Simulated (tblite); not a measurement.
# Run report: C$_{6}$H$_{12}$F$_{2}$OSi, frequency calculation

System: C$_{6}$H$_{12}$F$_{2}$OSi.
Method: GFN2-xTB harmonic vibrations, gas phase (tblite 0.8.0).

It belongs to a series of runs on one base structure; here: H on Si replaced by OiPr.

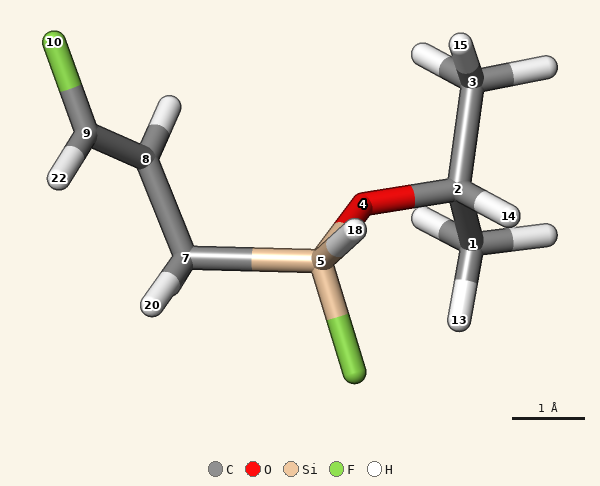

*The structure as given in the input (stick view, seen at a tilt; atoms are numbered from 1 in the order of the input).*

**Input file**
```
{"job": {"kind": "ir", "xc": "GFN2-xTB", "basis": "xTB"}, "charge": 0, "multiplicity": 1}
C     -2.612643    -1.421019     0.073933
C     -1.955093    -0.059258     0.263369
C     -2.052610     0.429354     1.703418
O     -0.582997    -0.168554    -0.076260
Si     0.277650     0.417843    -1.291075
F     -0.348162    -0.088872    -2.696982
C      1.993187    -0.367759    -1.094110
C      2.698756     0.111033     0.121200
C      3.807497     0.823740     0.092443
F      4.401798     1.260565     1.223766
H     -3.672266    -1.360026     0.305313
H     -2.145549    -2.151235     0.729878
H     -2.491466    -1.747633    -0.955746
H     -2.431306     0.668417    -0.405376
H     -1.553637     1.389753     1.804148
H     -3.094039     0.537890     1.992228
H     -1.570850    -0.283485     2.367720
H      0.257209     1.864768    -1.428869
H      1.876714    -1.451501    -1.032989
H      2.588773    -0.149729    -1.979264
H      2.249255    -0.132924     1.072299
H      4.349366     1.131037    -0.789894
```

The first line tells a small driver script what to run in tblite; the rest is the geometry in Å.

Launch command:
```bash
OMP_NUM_THREADS=1 python <driver script> task.json out
```

**Output**
```
mode    cm-1     km/mol
  1     -23.0      0.19
  2      17.7      1.21
  3      36.2      1.00
  4      65.0      0.99
  5      89.9      2.79
  6     128.8      9.33
  7     184.1      0.07
  8     188.4      1.50
  9     211.5      4.53
 10     234.8     11.81
 11     252.1     10.88
 12     283.5      5.39
 13     329.6      7.75
 14     344.1      3.98
 15     416.8     17.02
 16     450.1      3.08
 17     505.0     18.81
 18     657.3    114.45
 19     690.8     70.19
 20     709.7     60.94
 21     727.4     31.88
 22     768.2     57.31
 23     808.6    216.97
 24     818.8    103.69
 25     926.6     16.05
 26     940.8      2.04
 27     969.1      0.52
 28     984.8     18.96
 29    1034.4     38.36
 30    1082.6    174.36
 31    1110.8    174.53
 32    1147.0     10.59
 33    1152.1    162.32
 34    1158.8    132.46
 35    1174.1     93.10
 36    1200.0     23.05
 37    1257.2     10.95
 38    1272.2     54.70
 39    1321.4     11.41
 40    1324.0     20.04
 41    1392.1     13.89
 42    1404.1      9.00
 43    1452.2      4.64
 44    1471.4      1.41
 45    1480.4      4.28
 46    1484.3      0.67
 47    1495.8      5.57
 48    1729.5     20.12
 49    2334.9    227.97
 50    2894.5     59.45
 51    2966.3     25.72
 52    3010.0     30.34
 53    3041.7      5.11
 54    3046.1     10.49
 55    3046.9      4.39
 56    3047.2     27.65
 57    3048.2     30.29
 58    3052.2     59.59
 59    3078.1     14.55
 60    3095.3     38.33
```

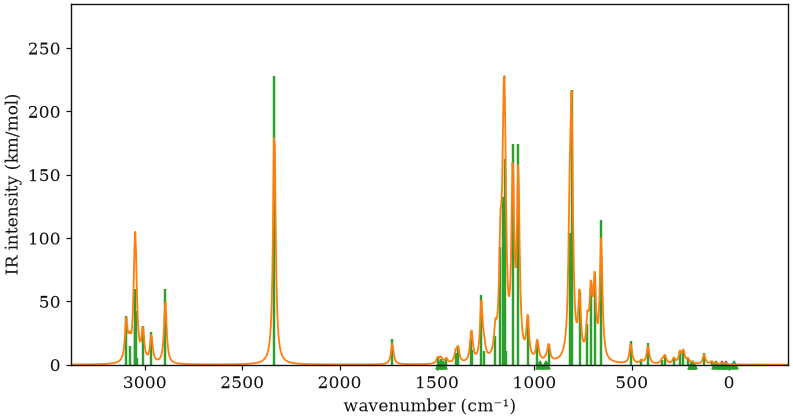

*Harmonic infrared spectrum, unscaled: sticks (degenerate modes added up, dark ones marked on the axis) with a Lorentzian envelope of 16 cm⁻¹ full width, scaled to the tallest stick; imaginary modes are drawn at negative wavenumbers.*

60 modes from 23i to 3095 cm⁻¹, 1 imaginary beyond 8i (23i cm⁻¹): not a clean minimum; so soft a mode can be a shallow saddle, an incomplete relaxation or noise of the force constants. The strongest line is at 2335 cm⁻¹ (228 km/mol).

**Key numbers**

```json
{"quantity": "outcome", "value": "converged"}
{"quantity": "total energy", "value": "−933.9167 eV"}
{"quantity": "zero-point energy", "value": "106.5680 kcal/mol"}
{"quantity": "hardware", "value": "1 CPU thread, shared host"}
{"quantity": "wall time", "value": "0.89 s"}
{"quantity": "peak memory", "value": "0.18 GiB"}
```
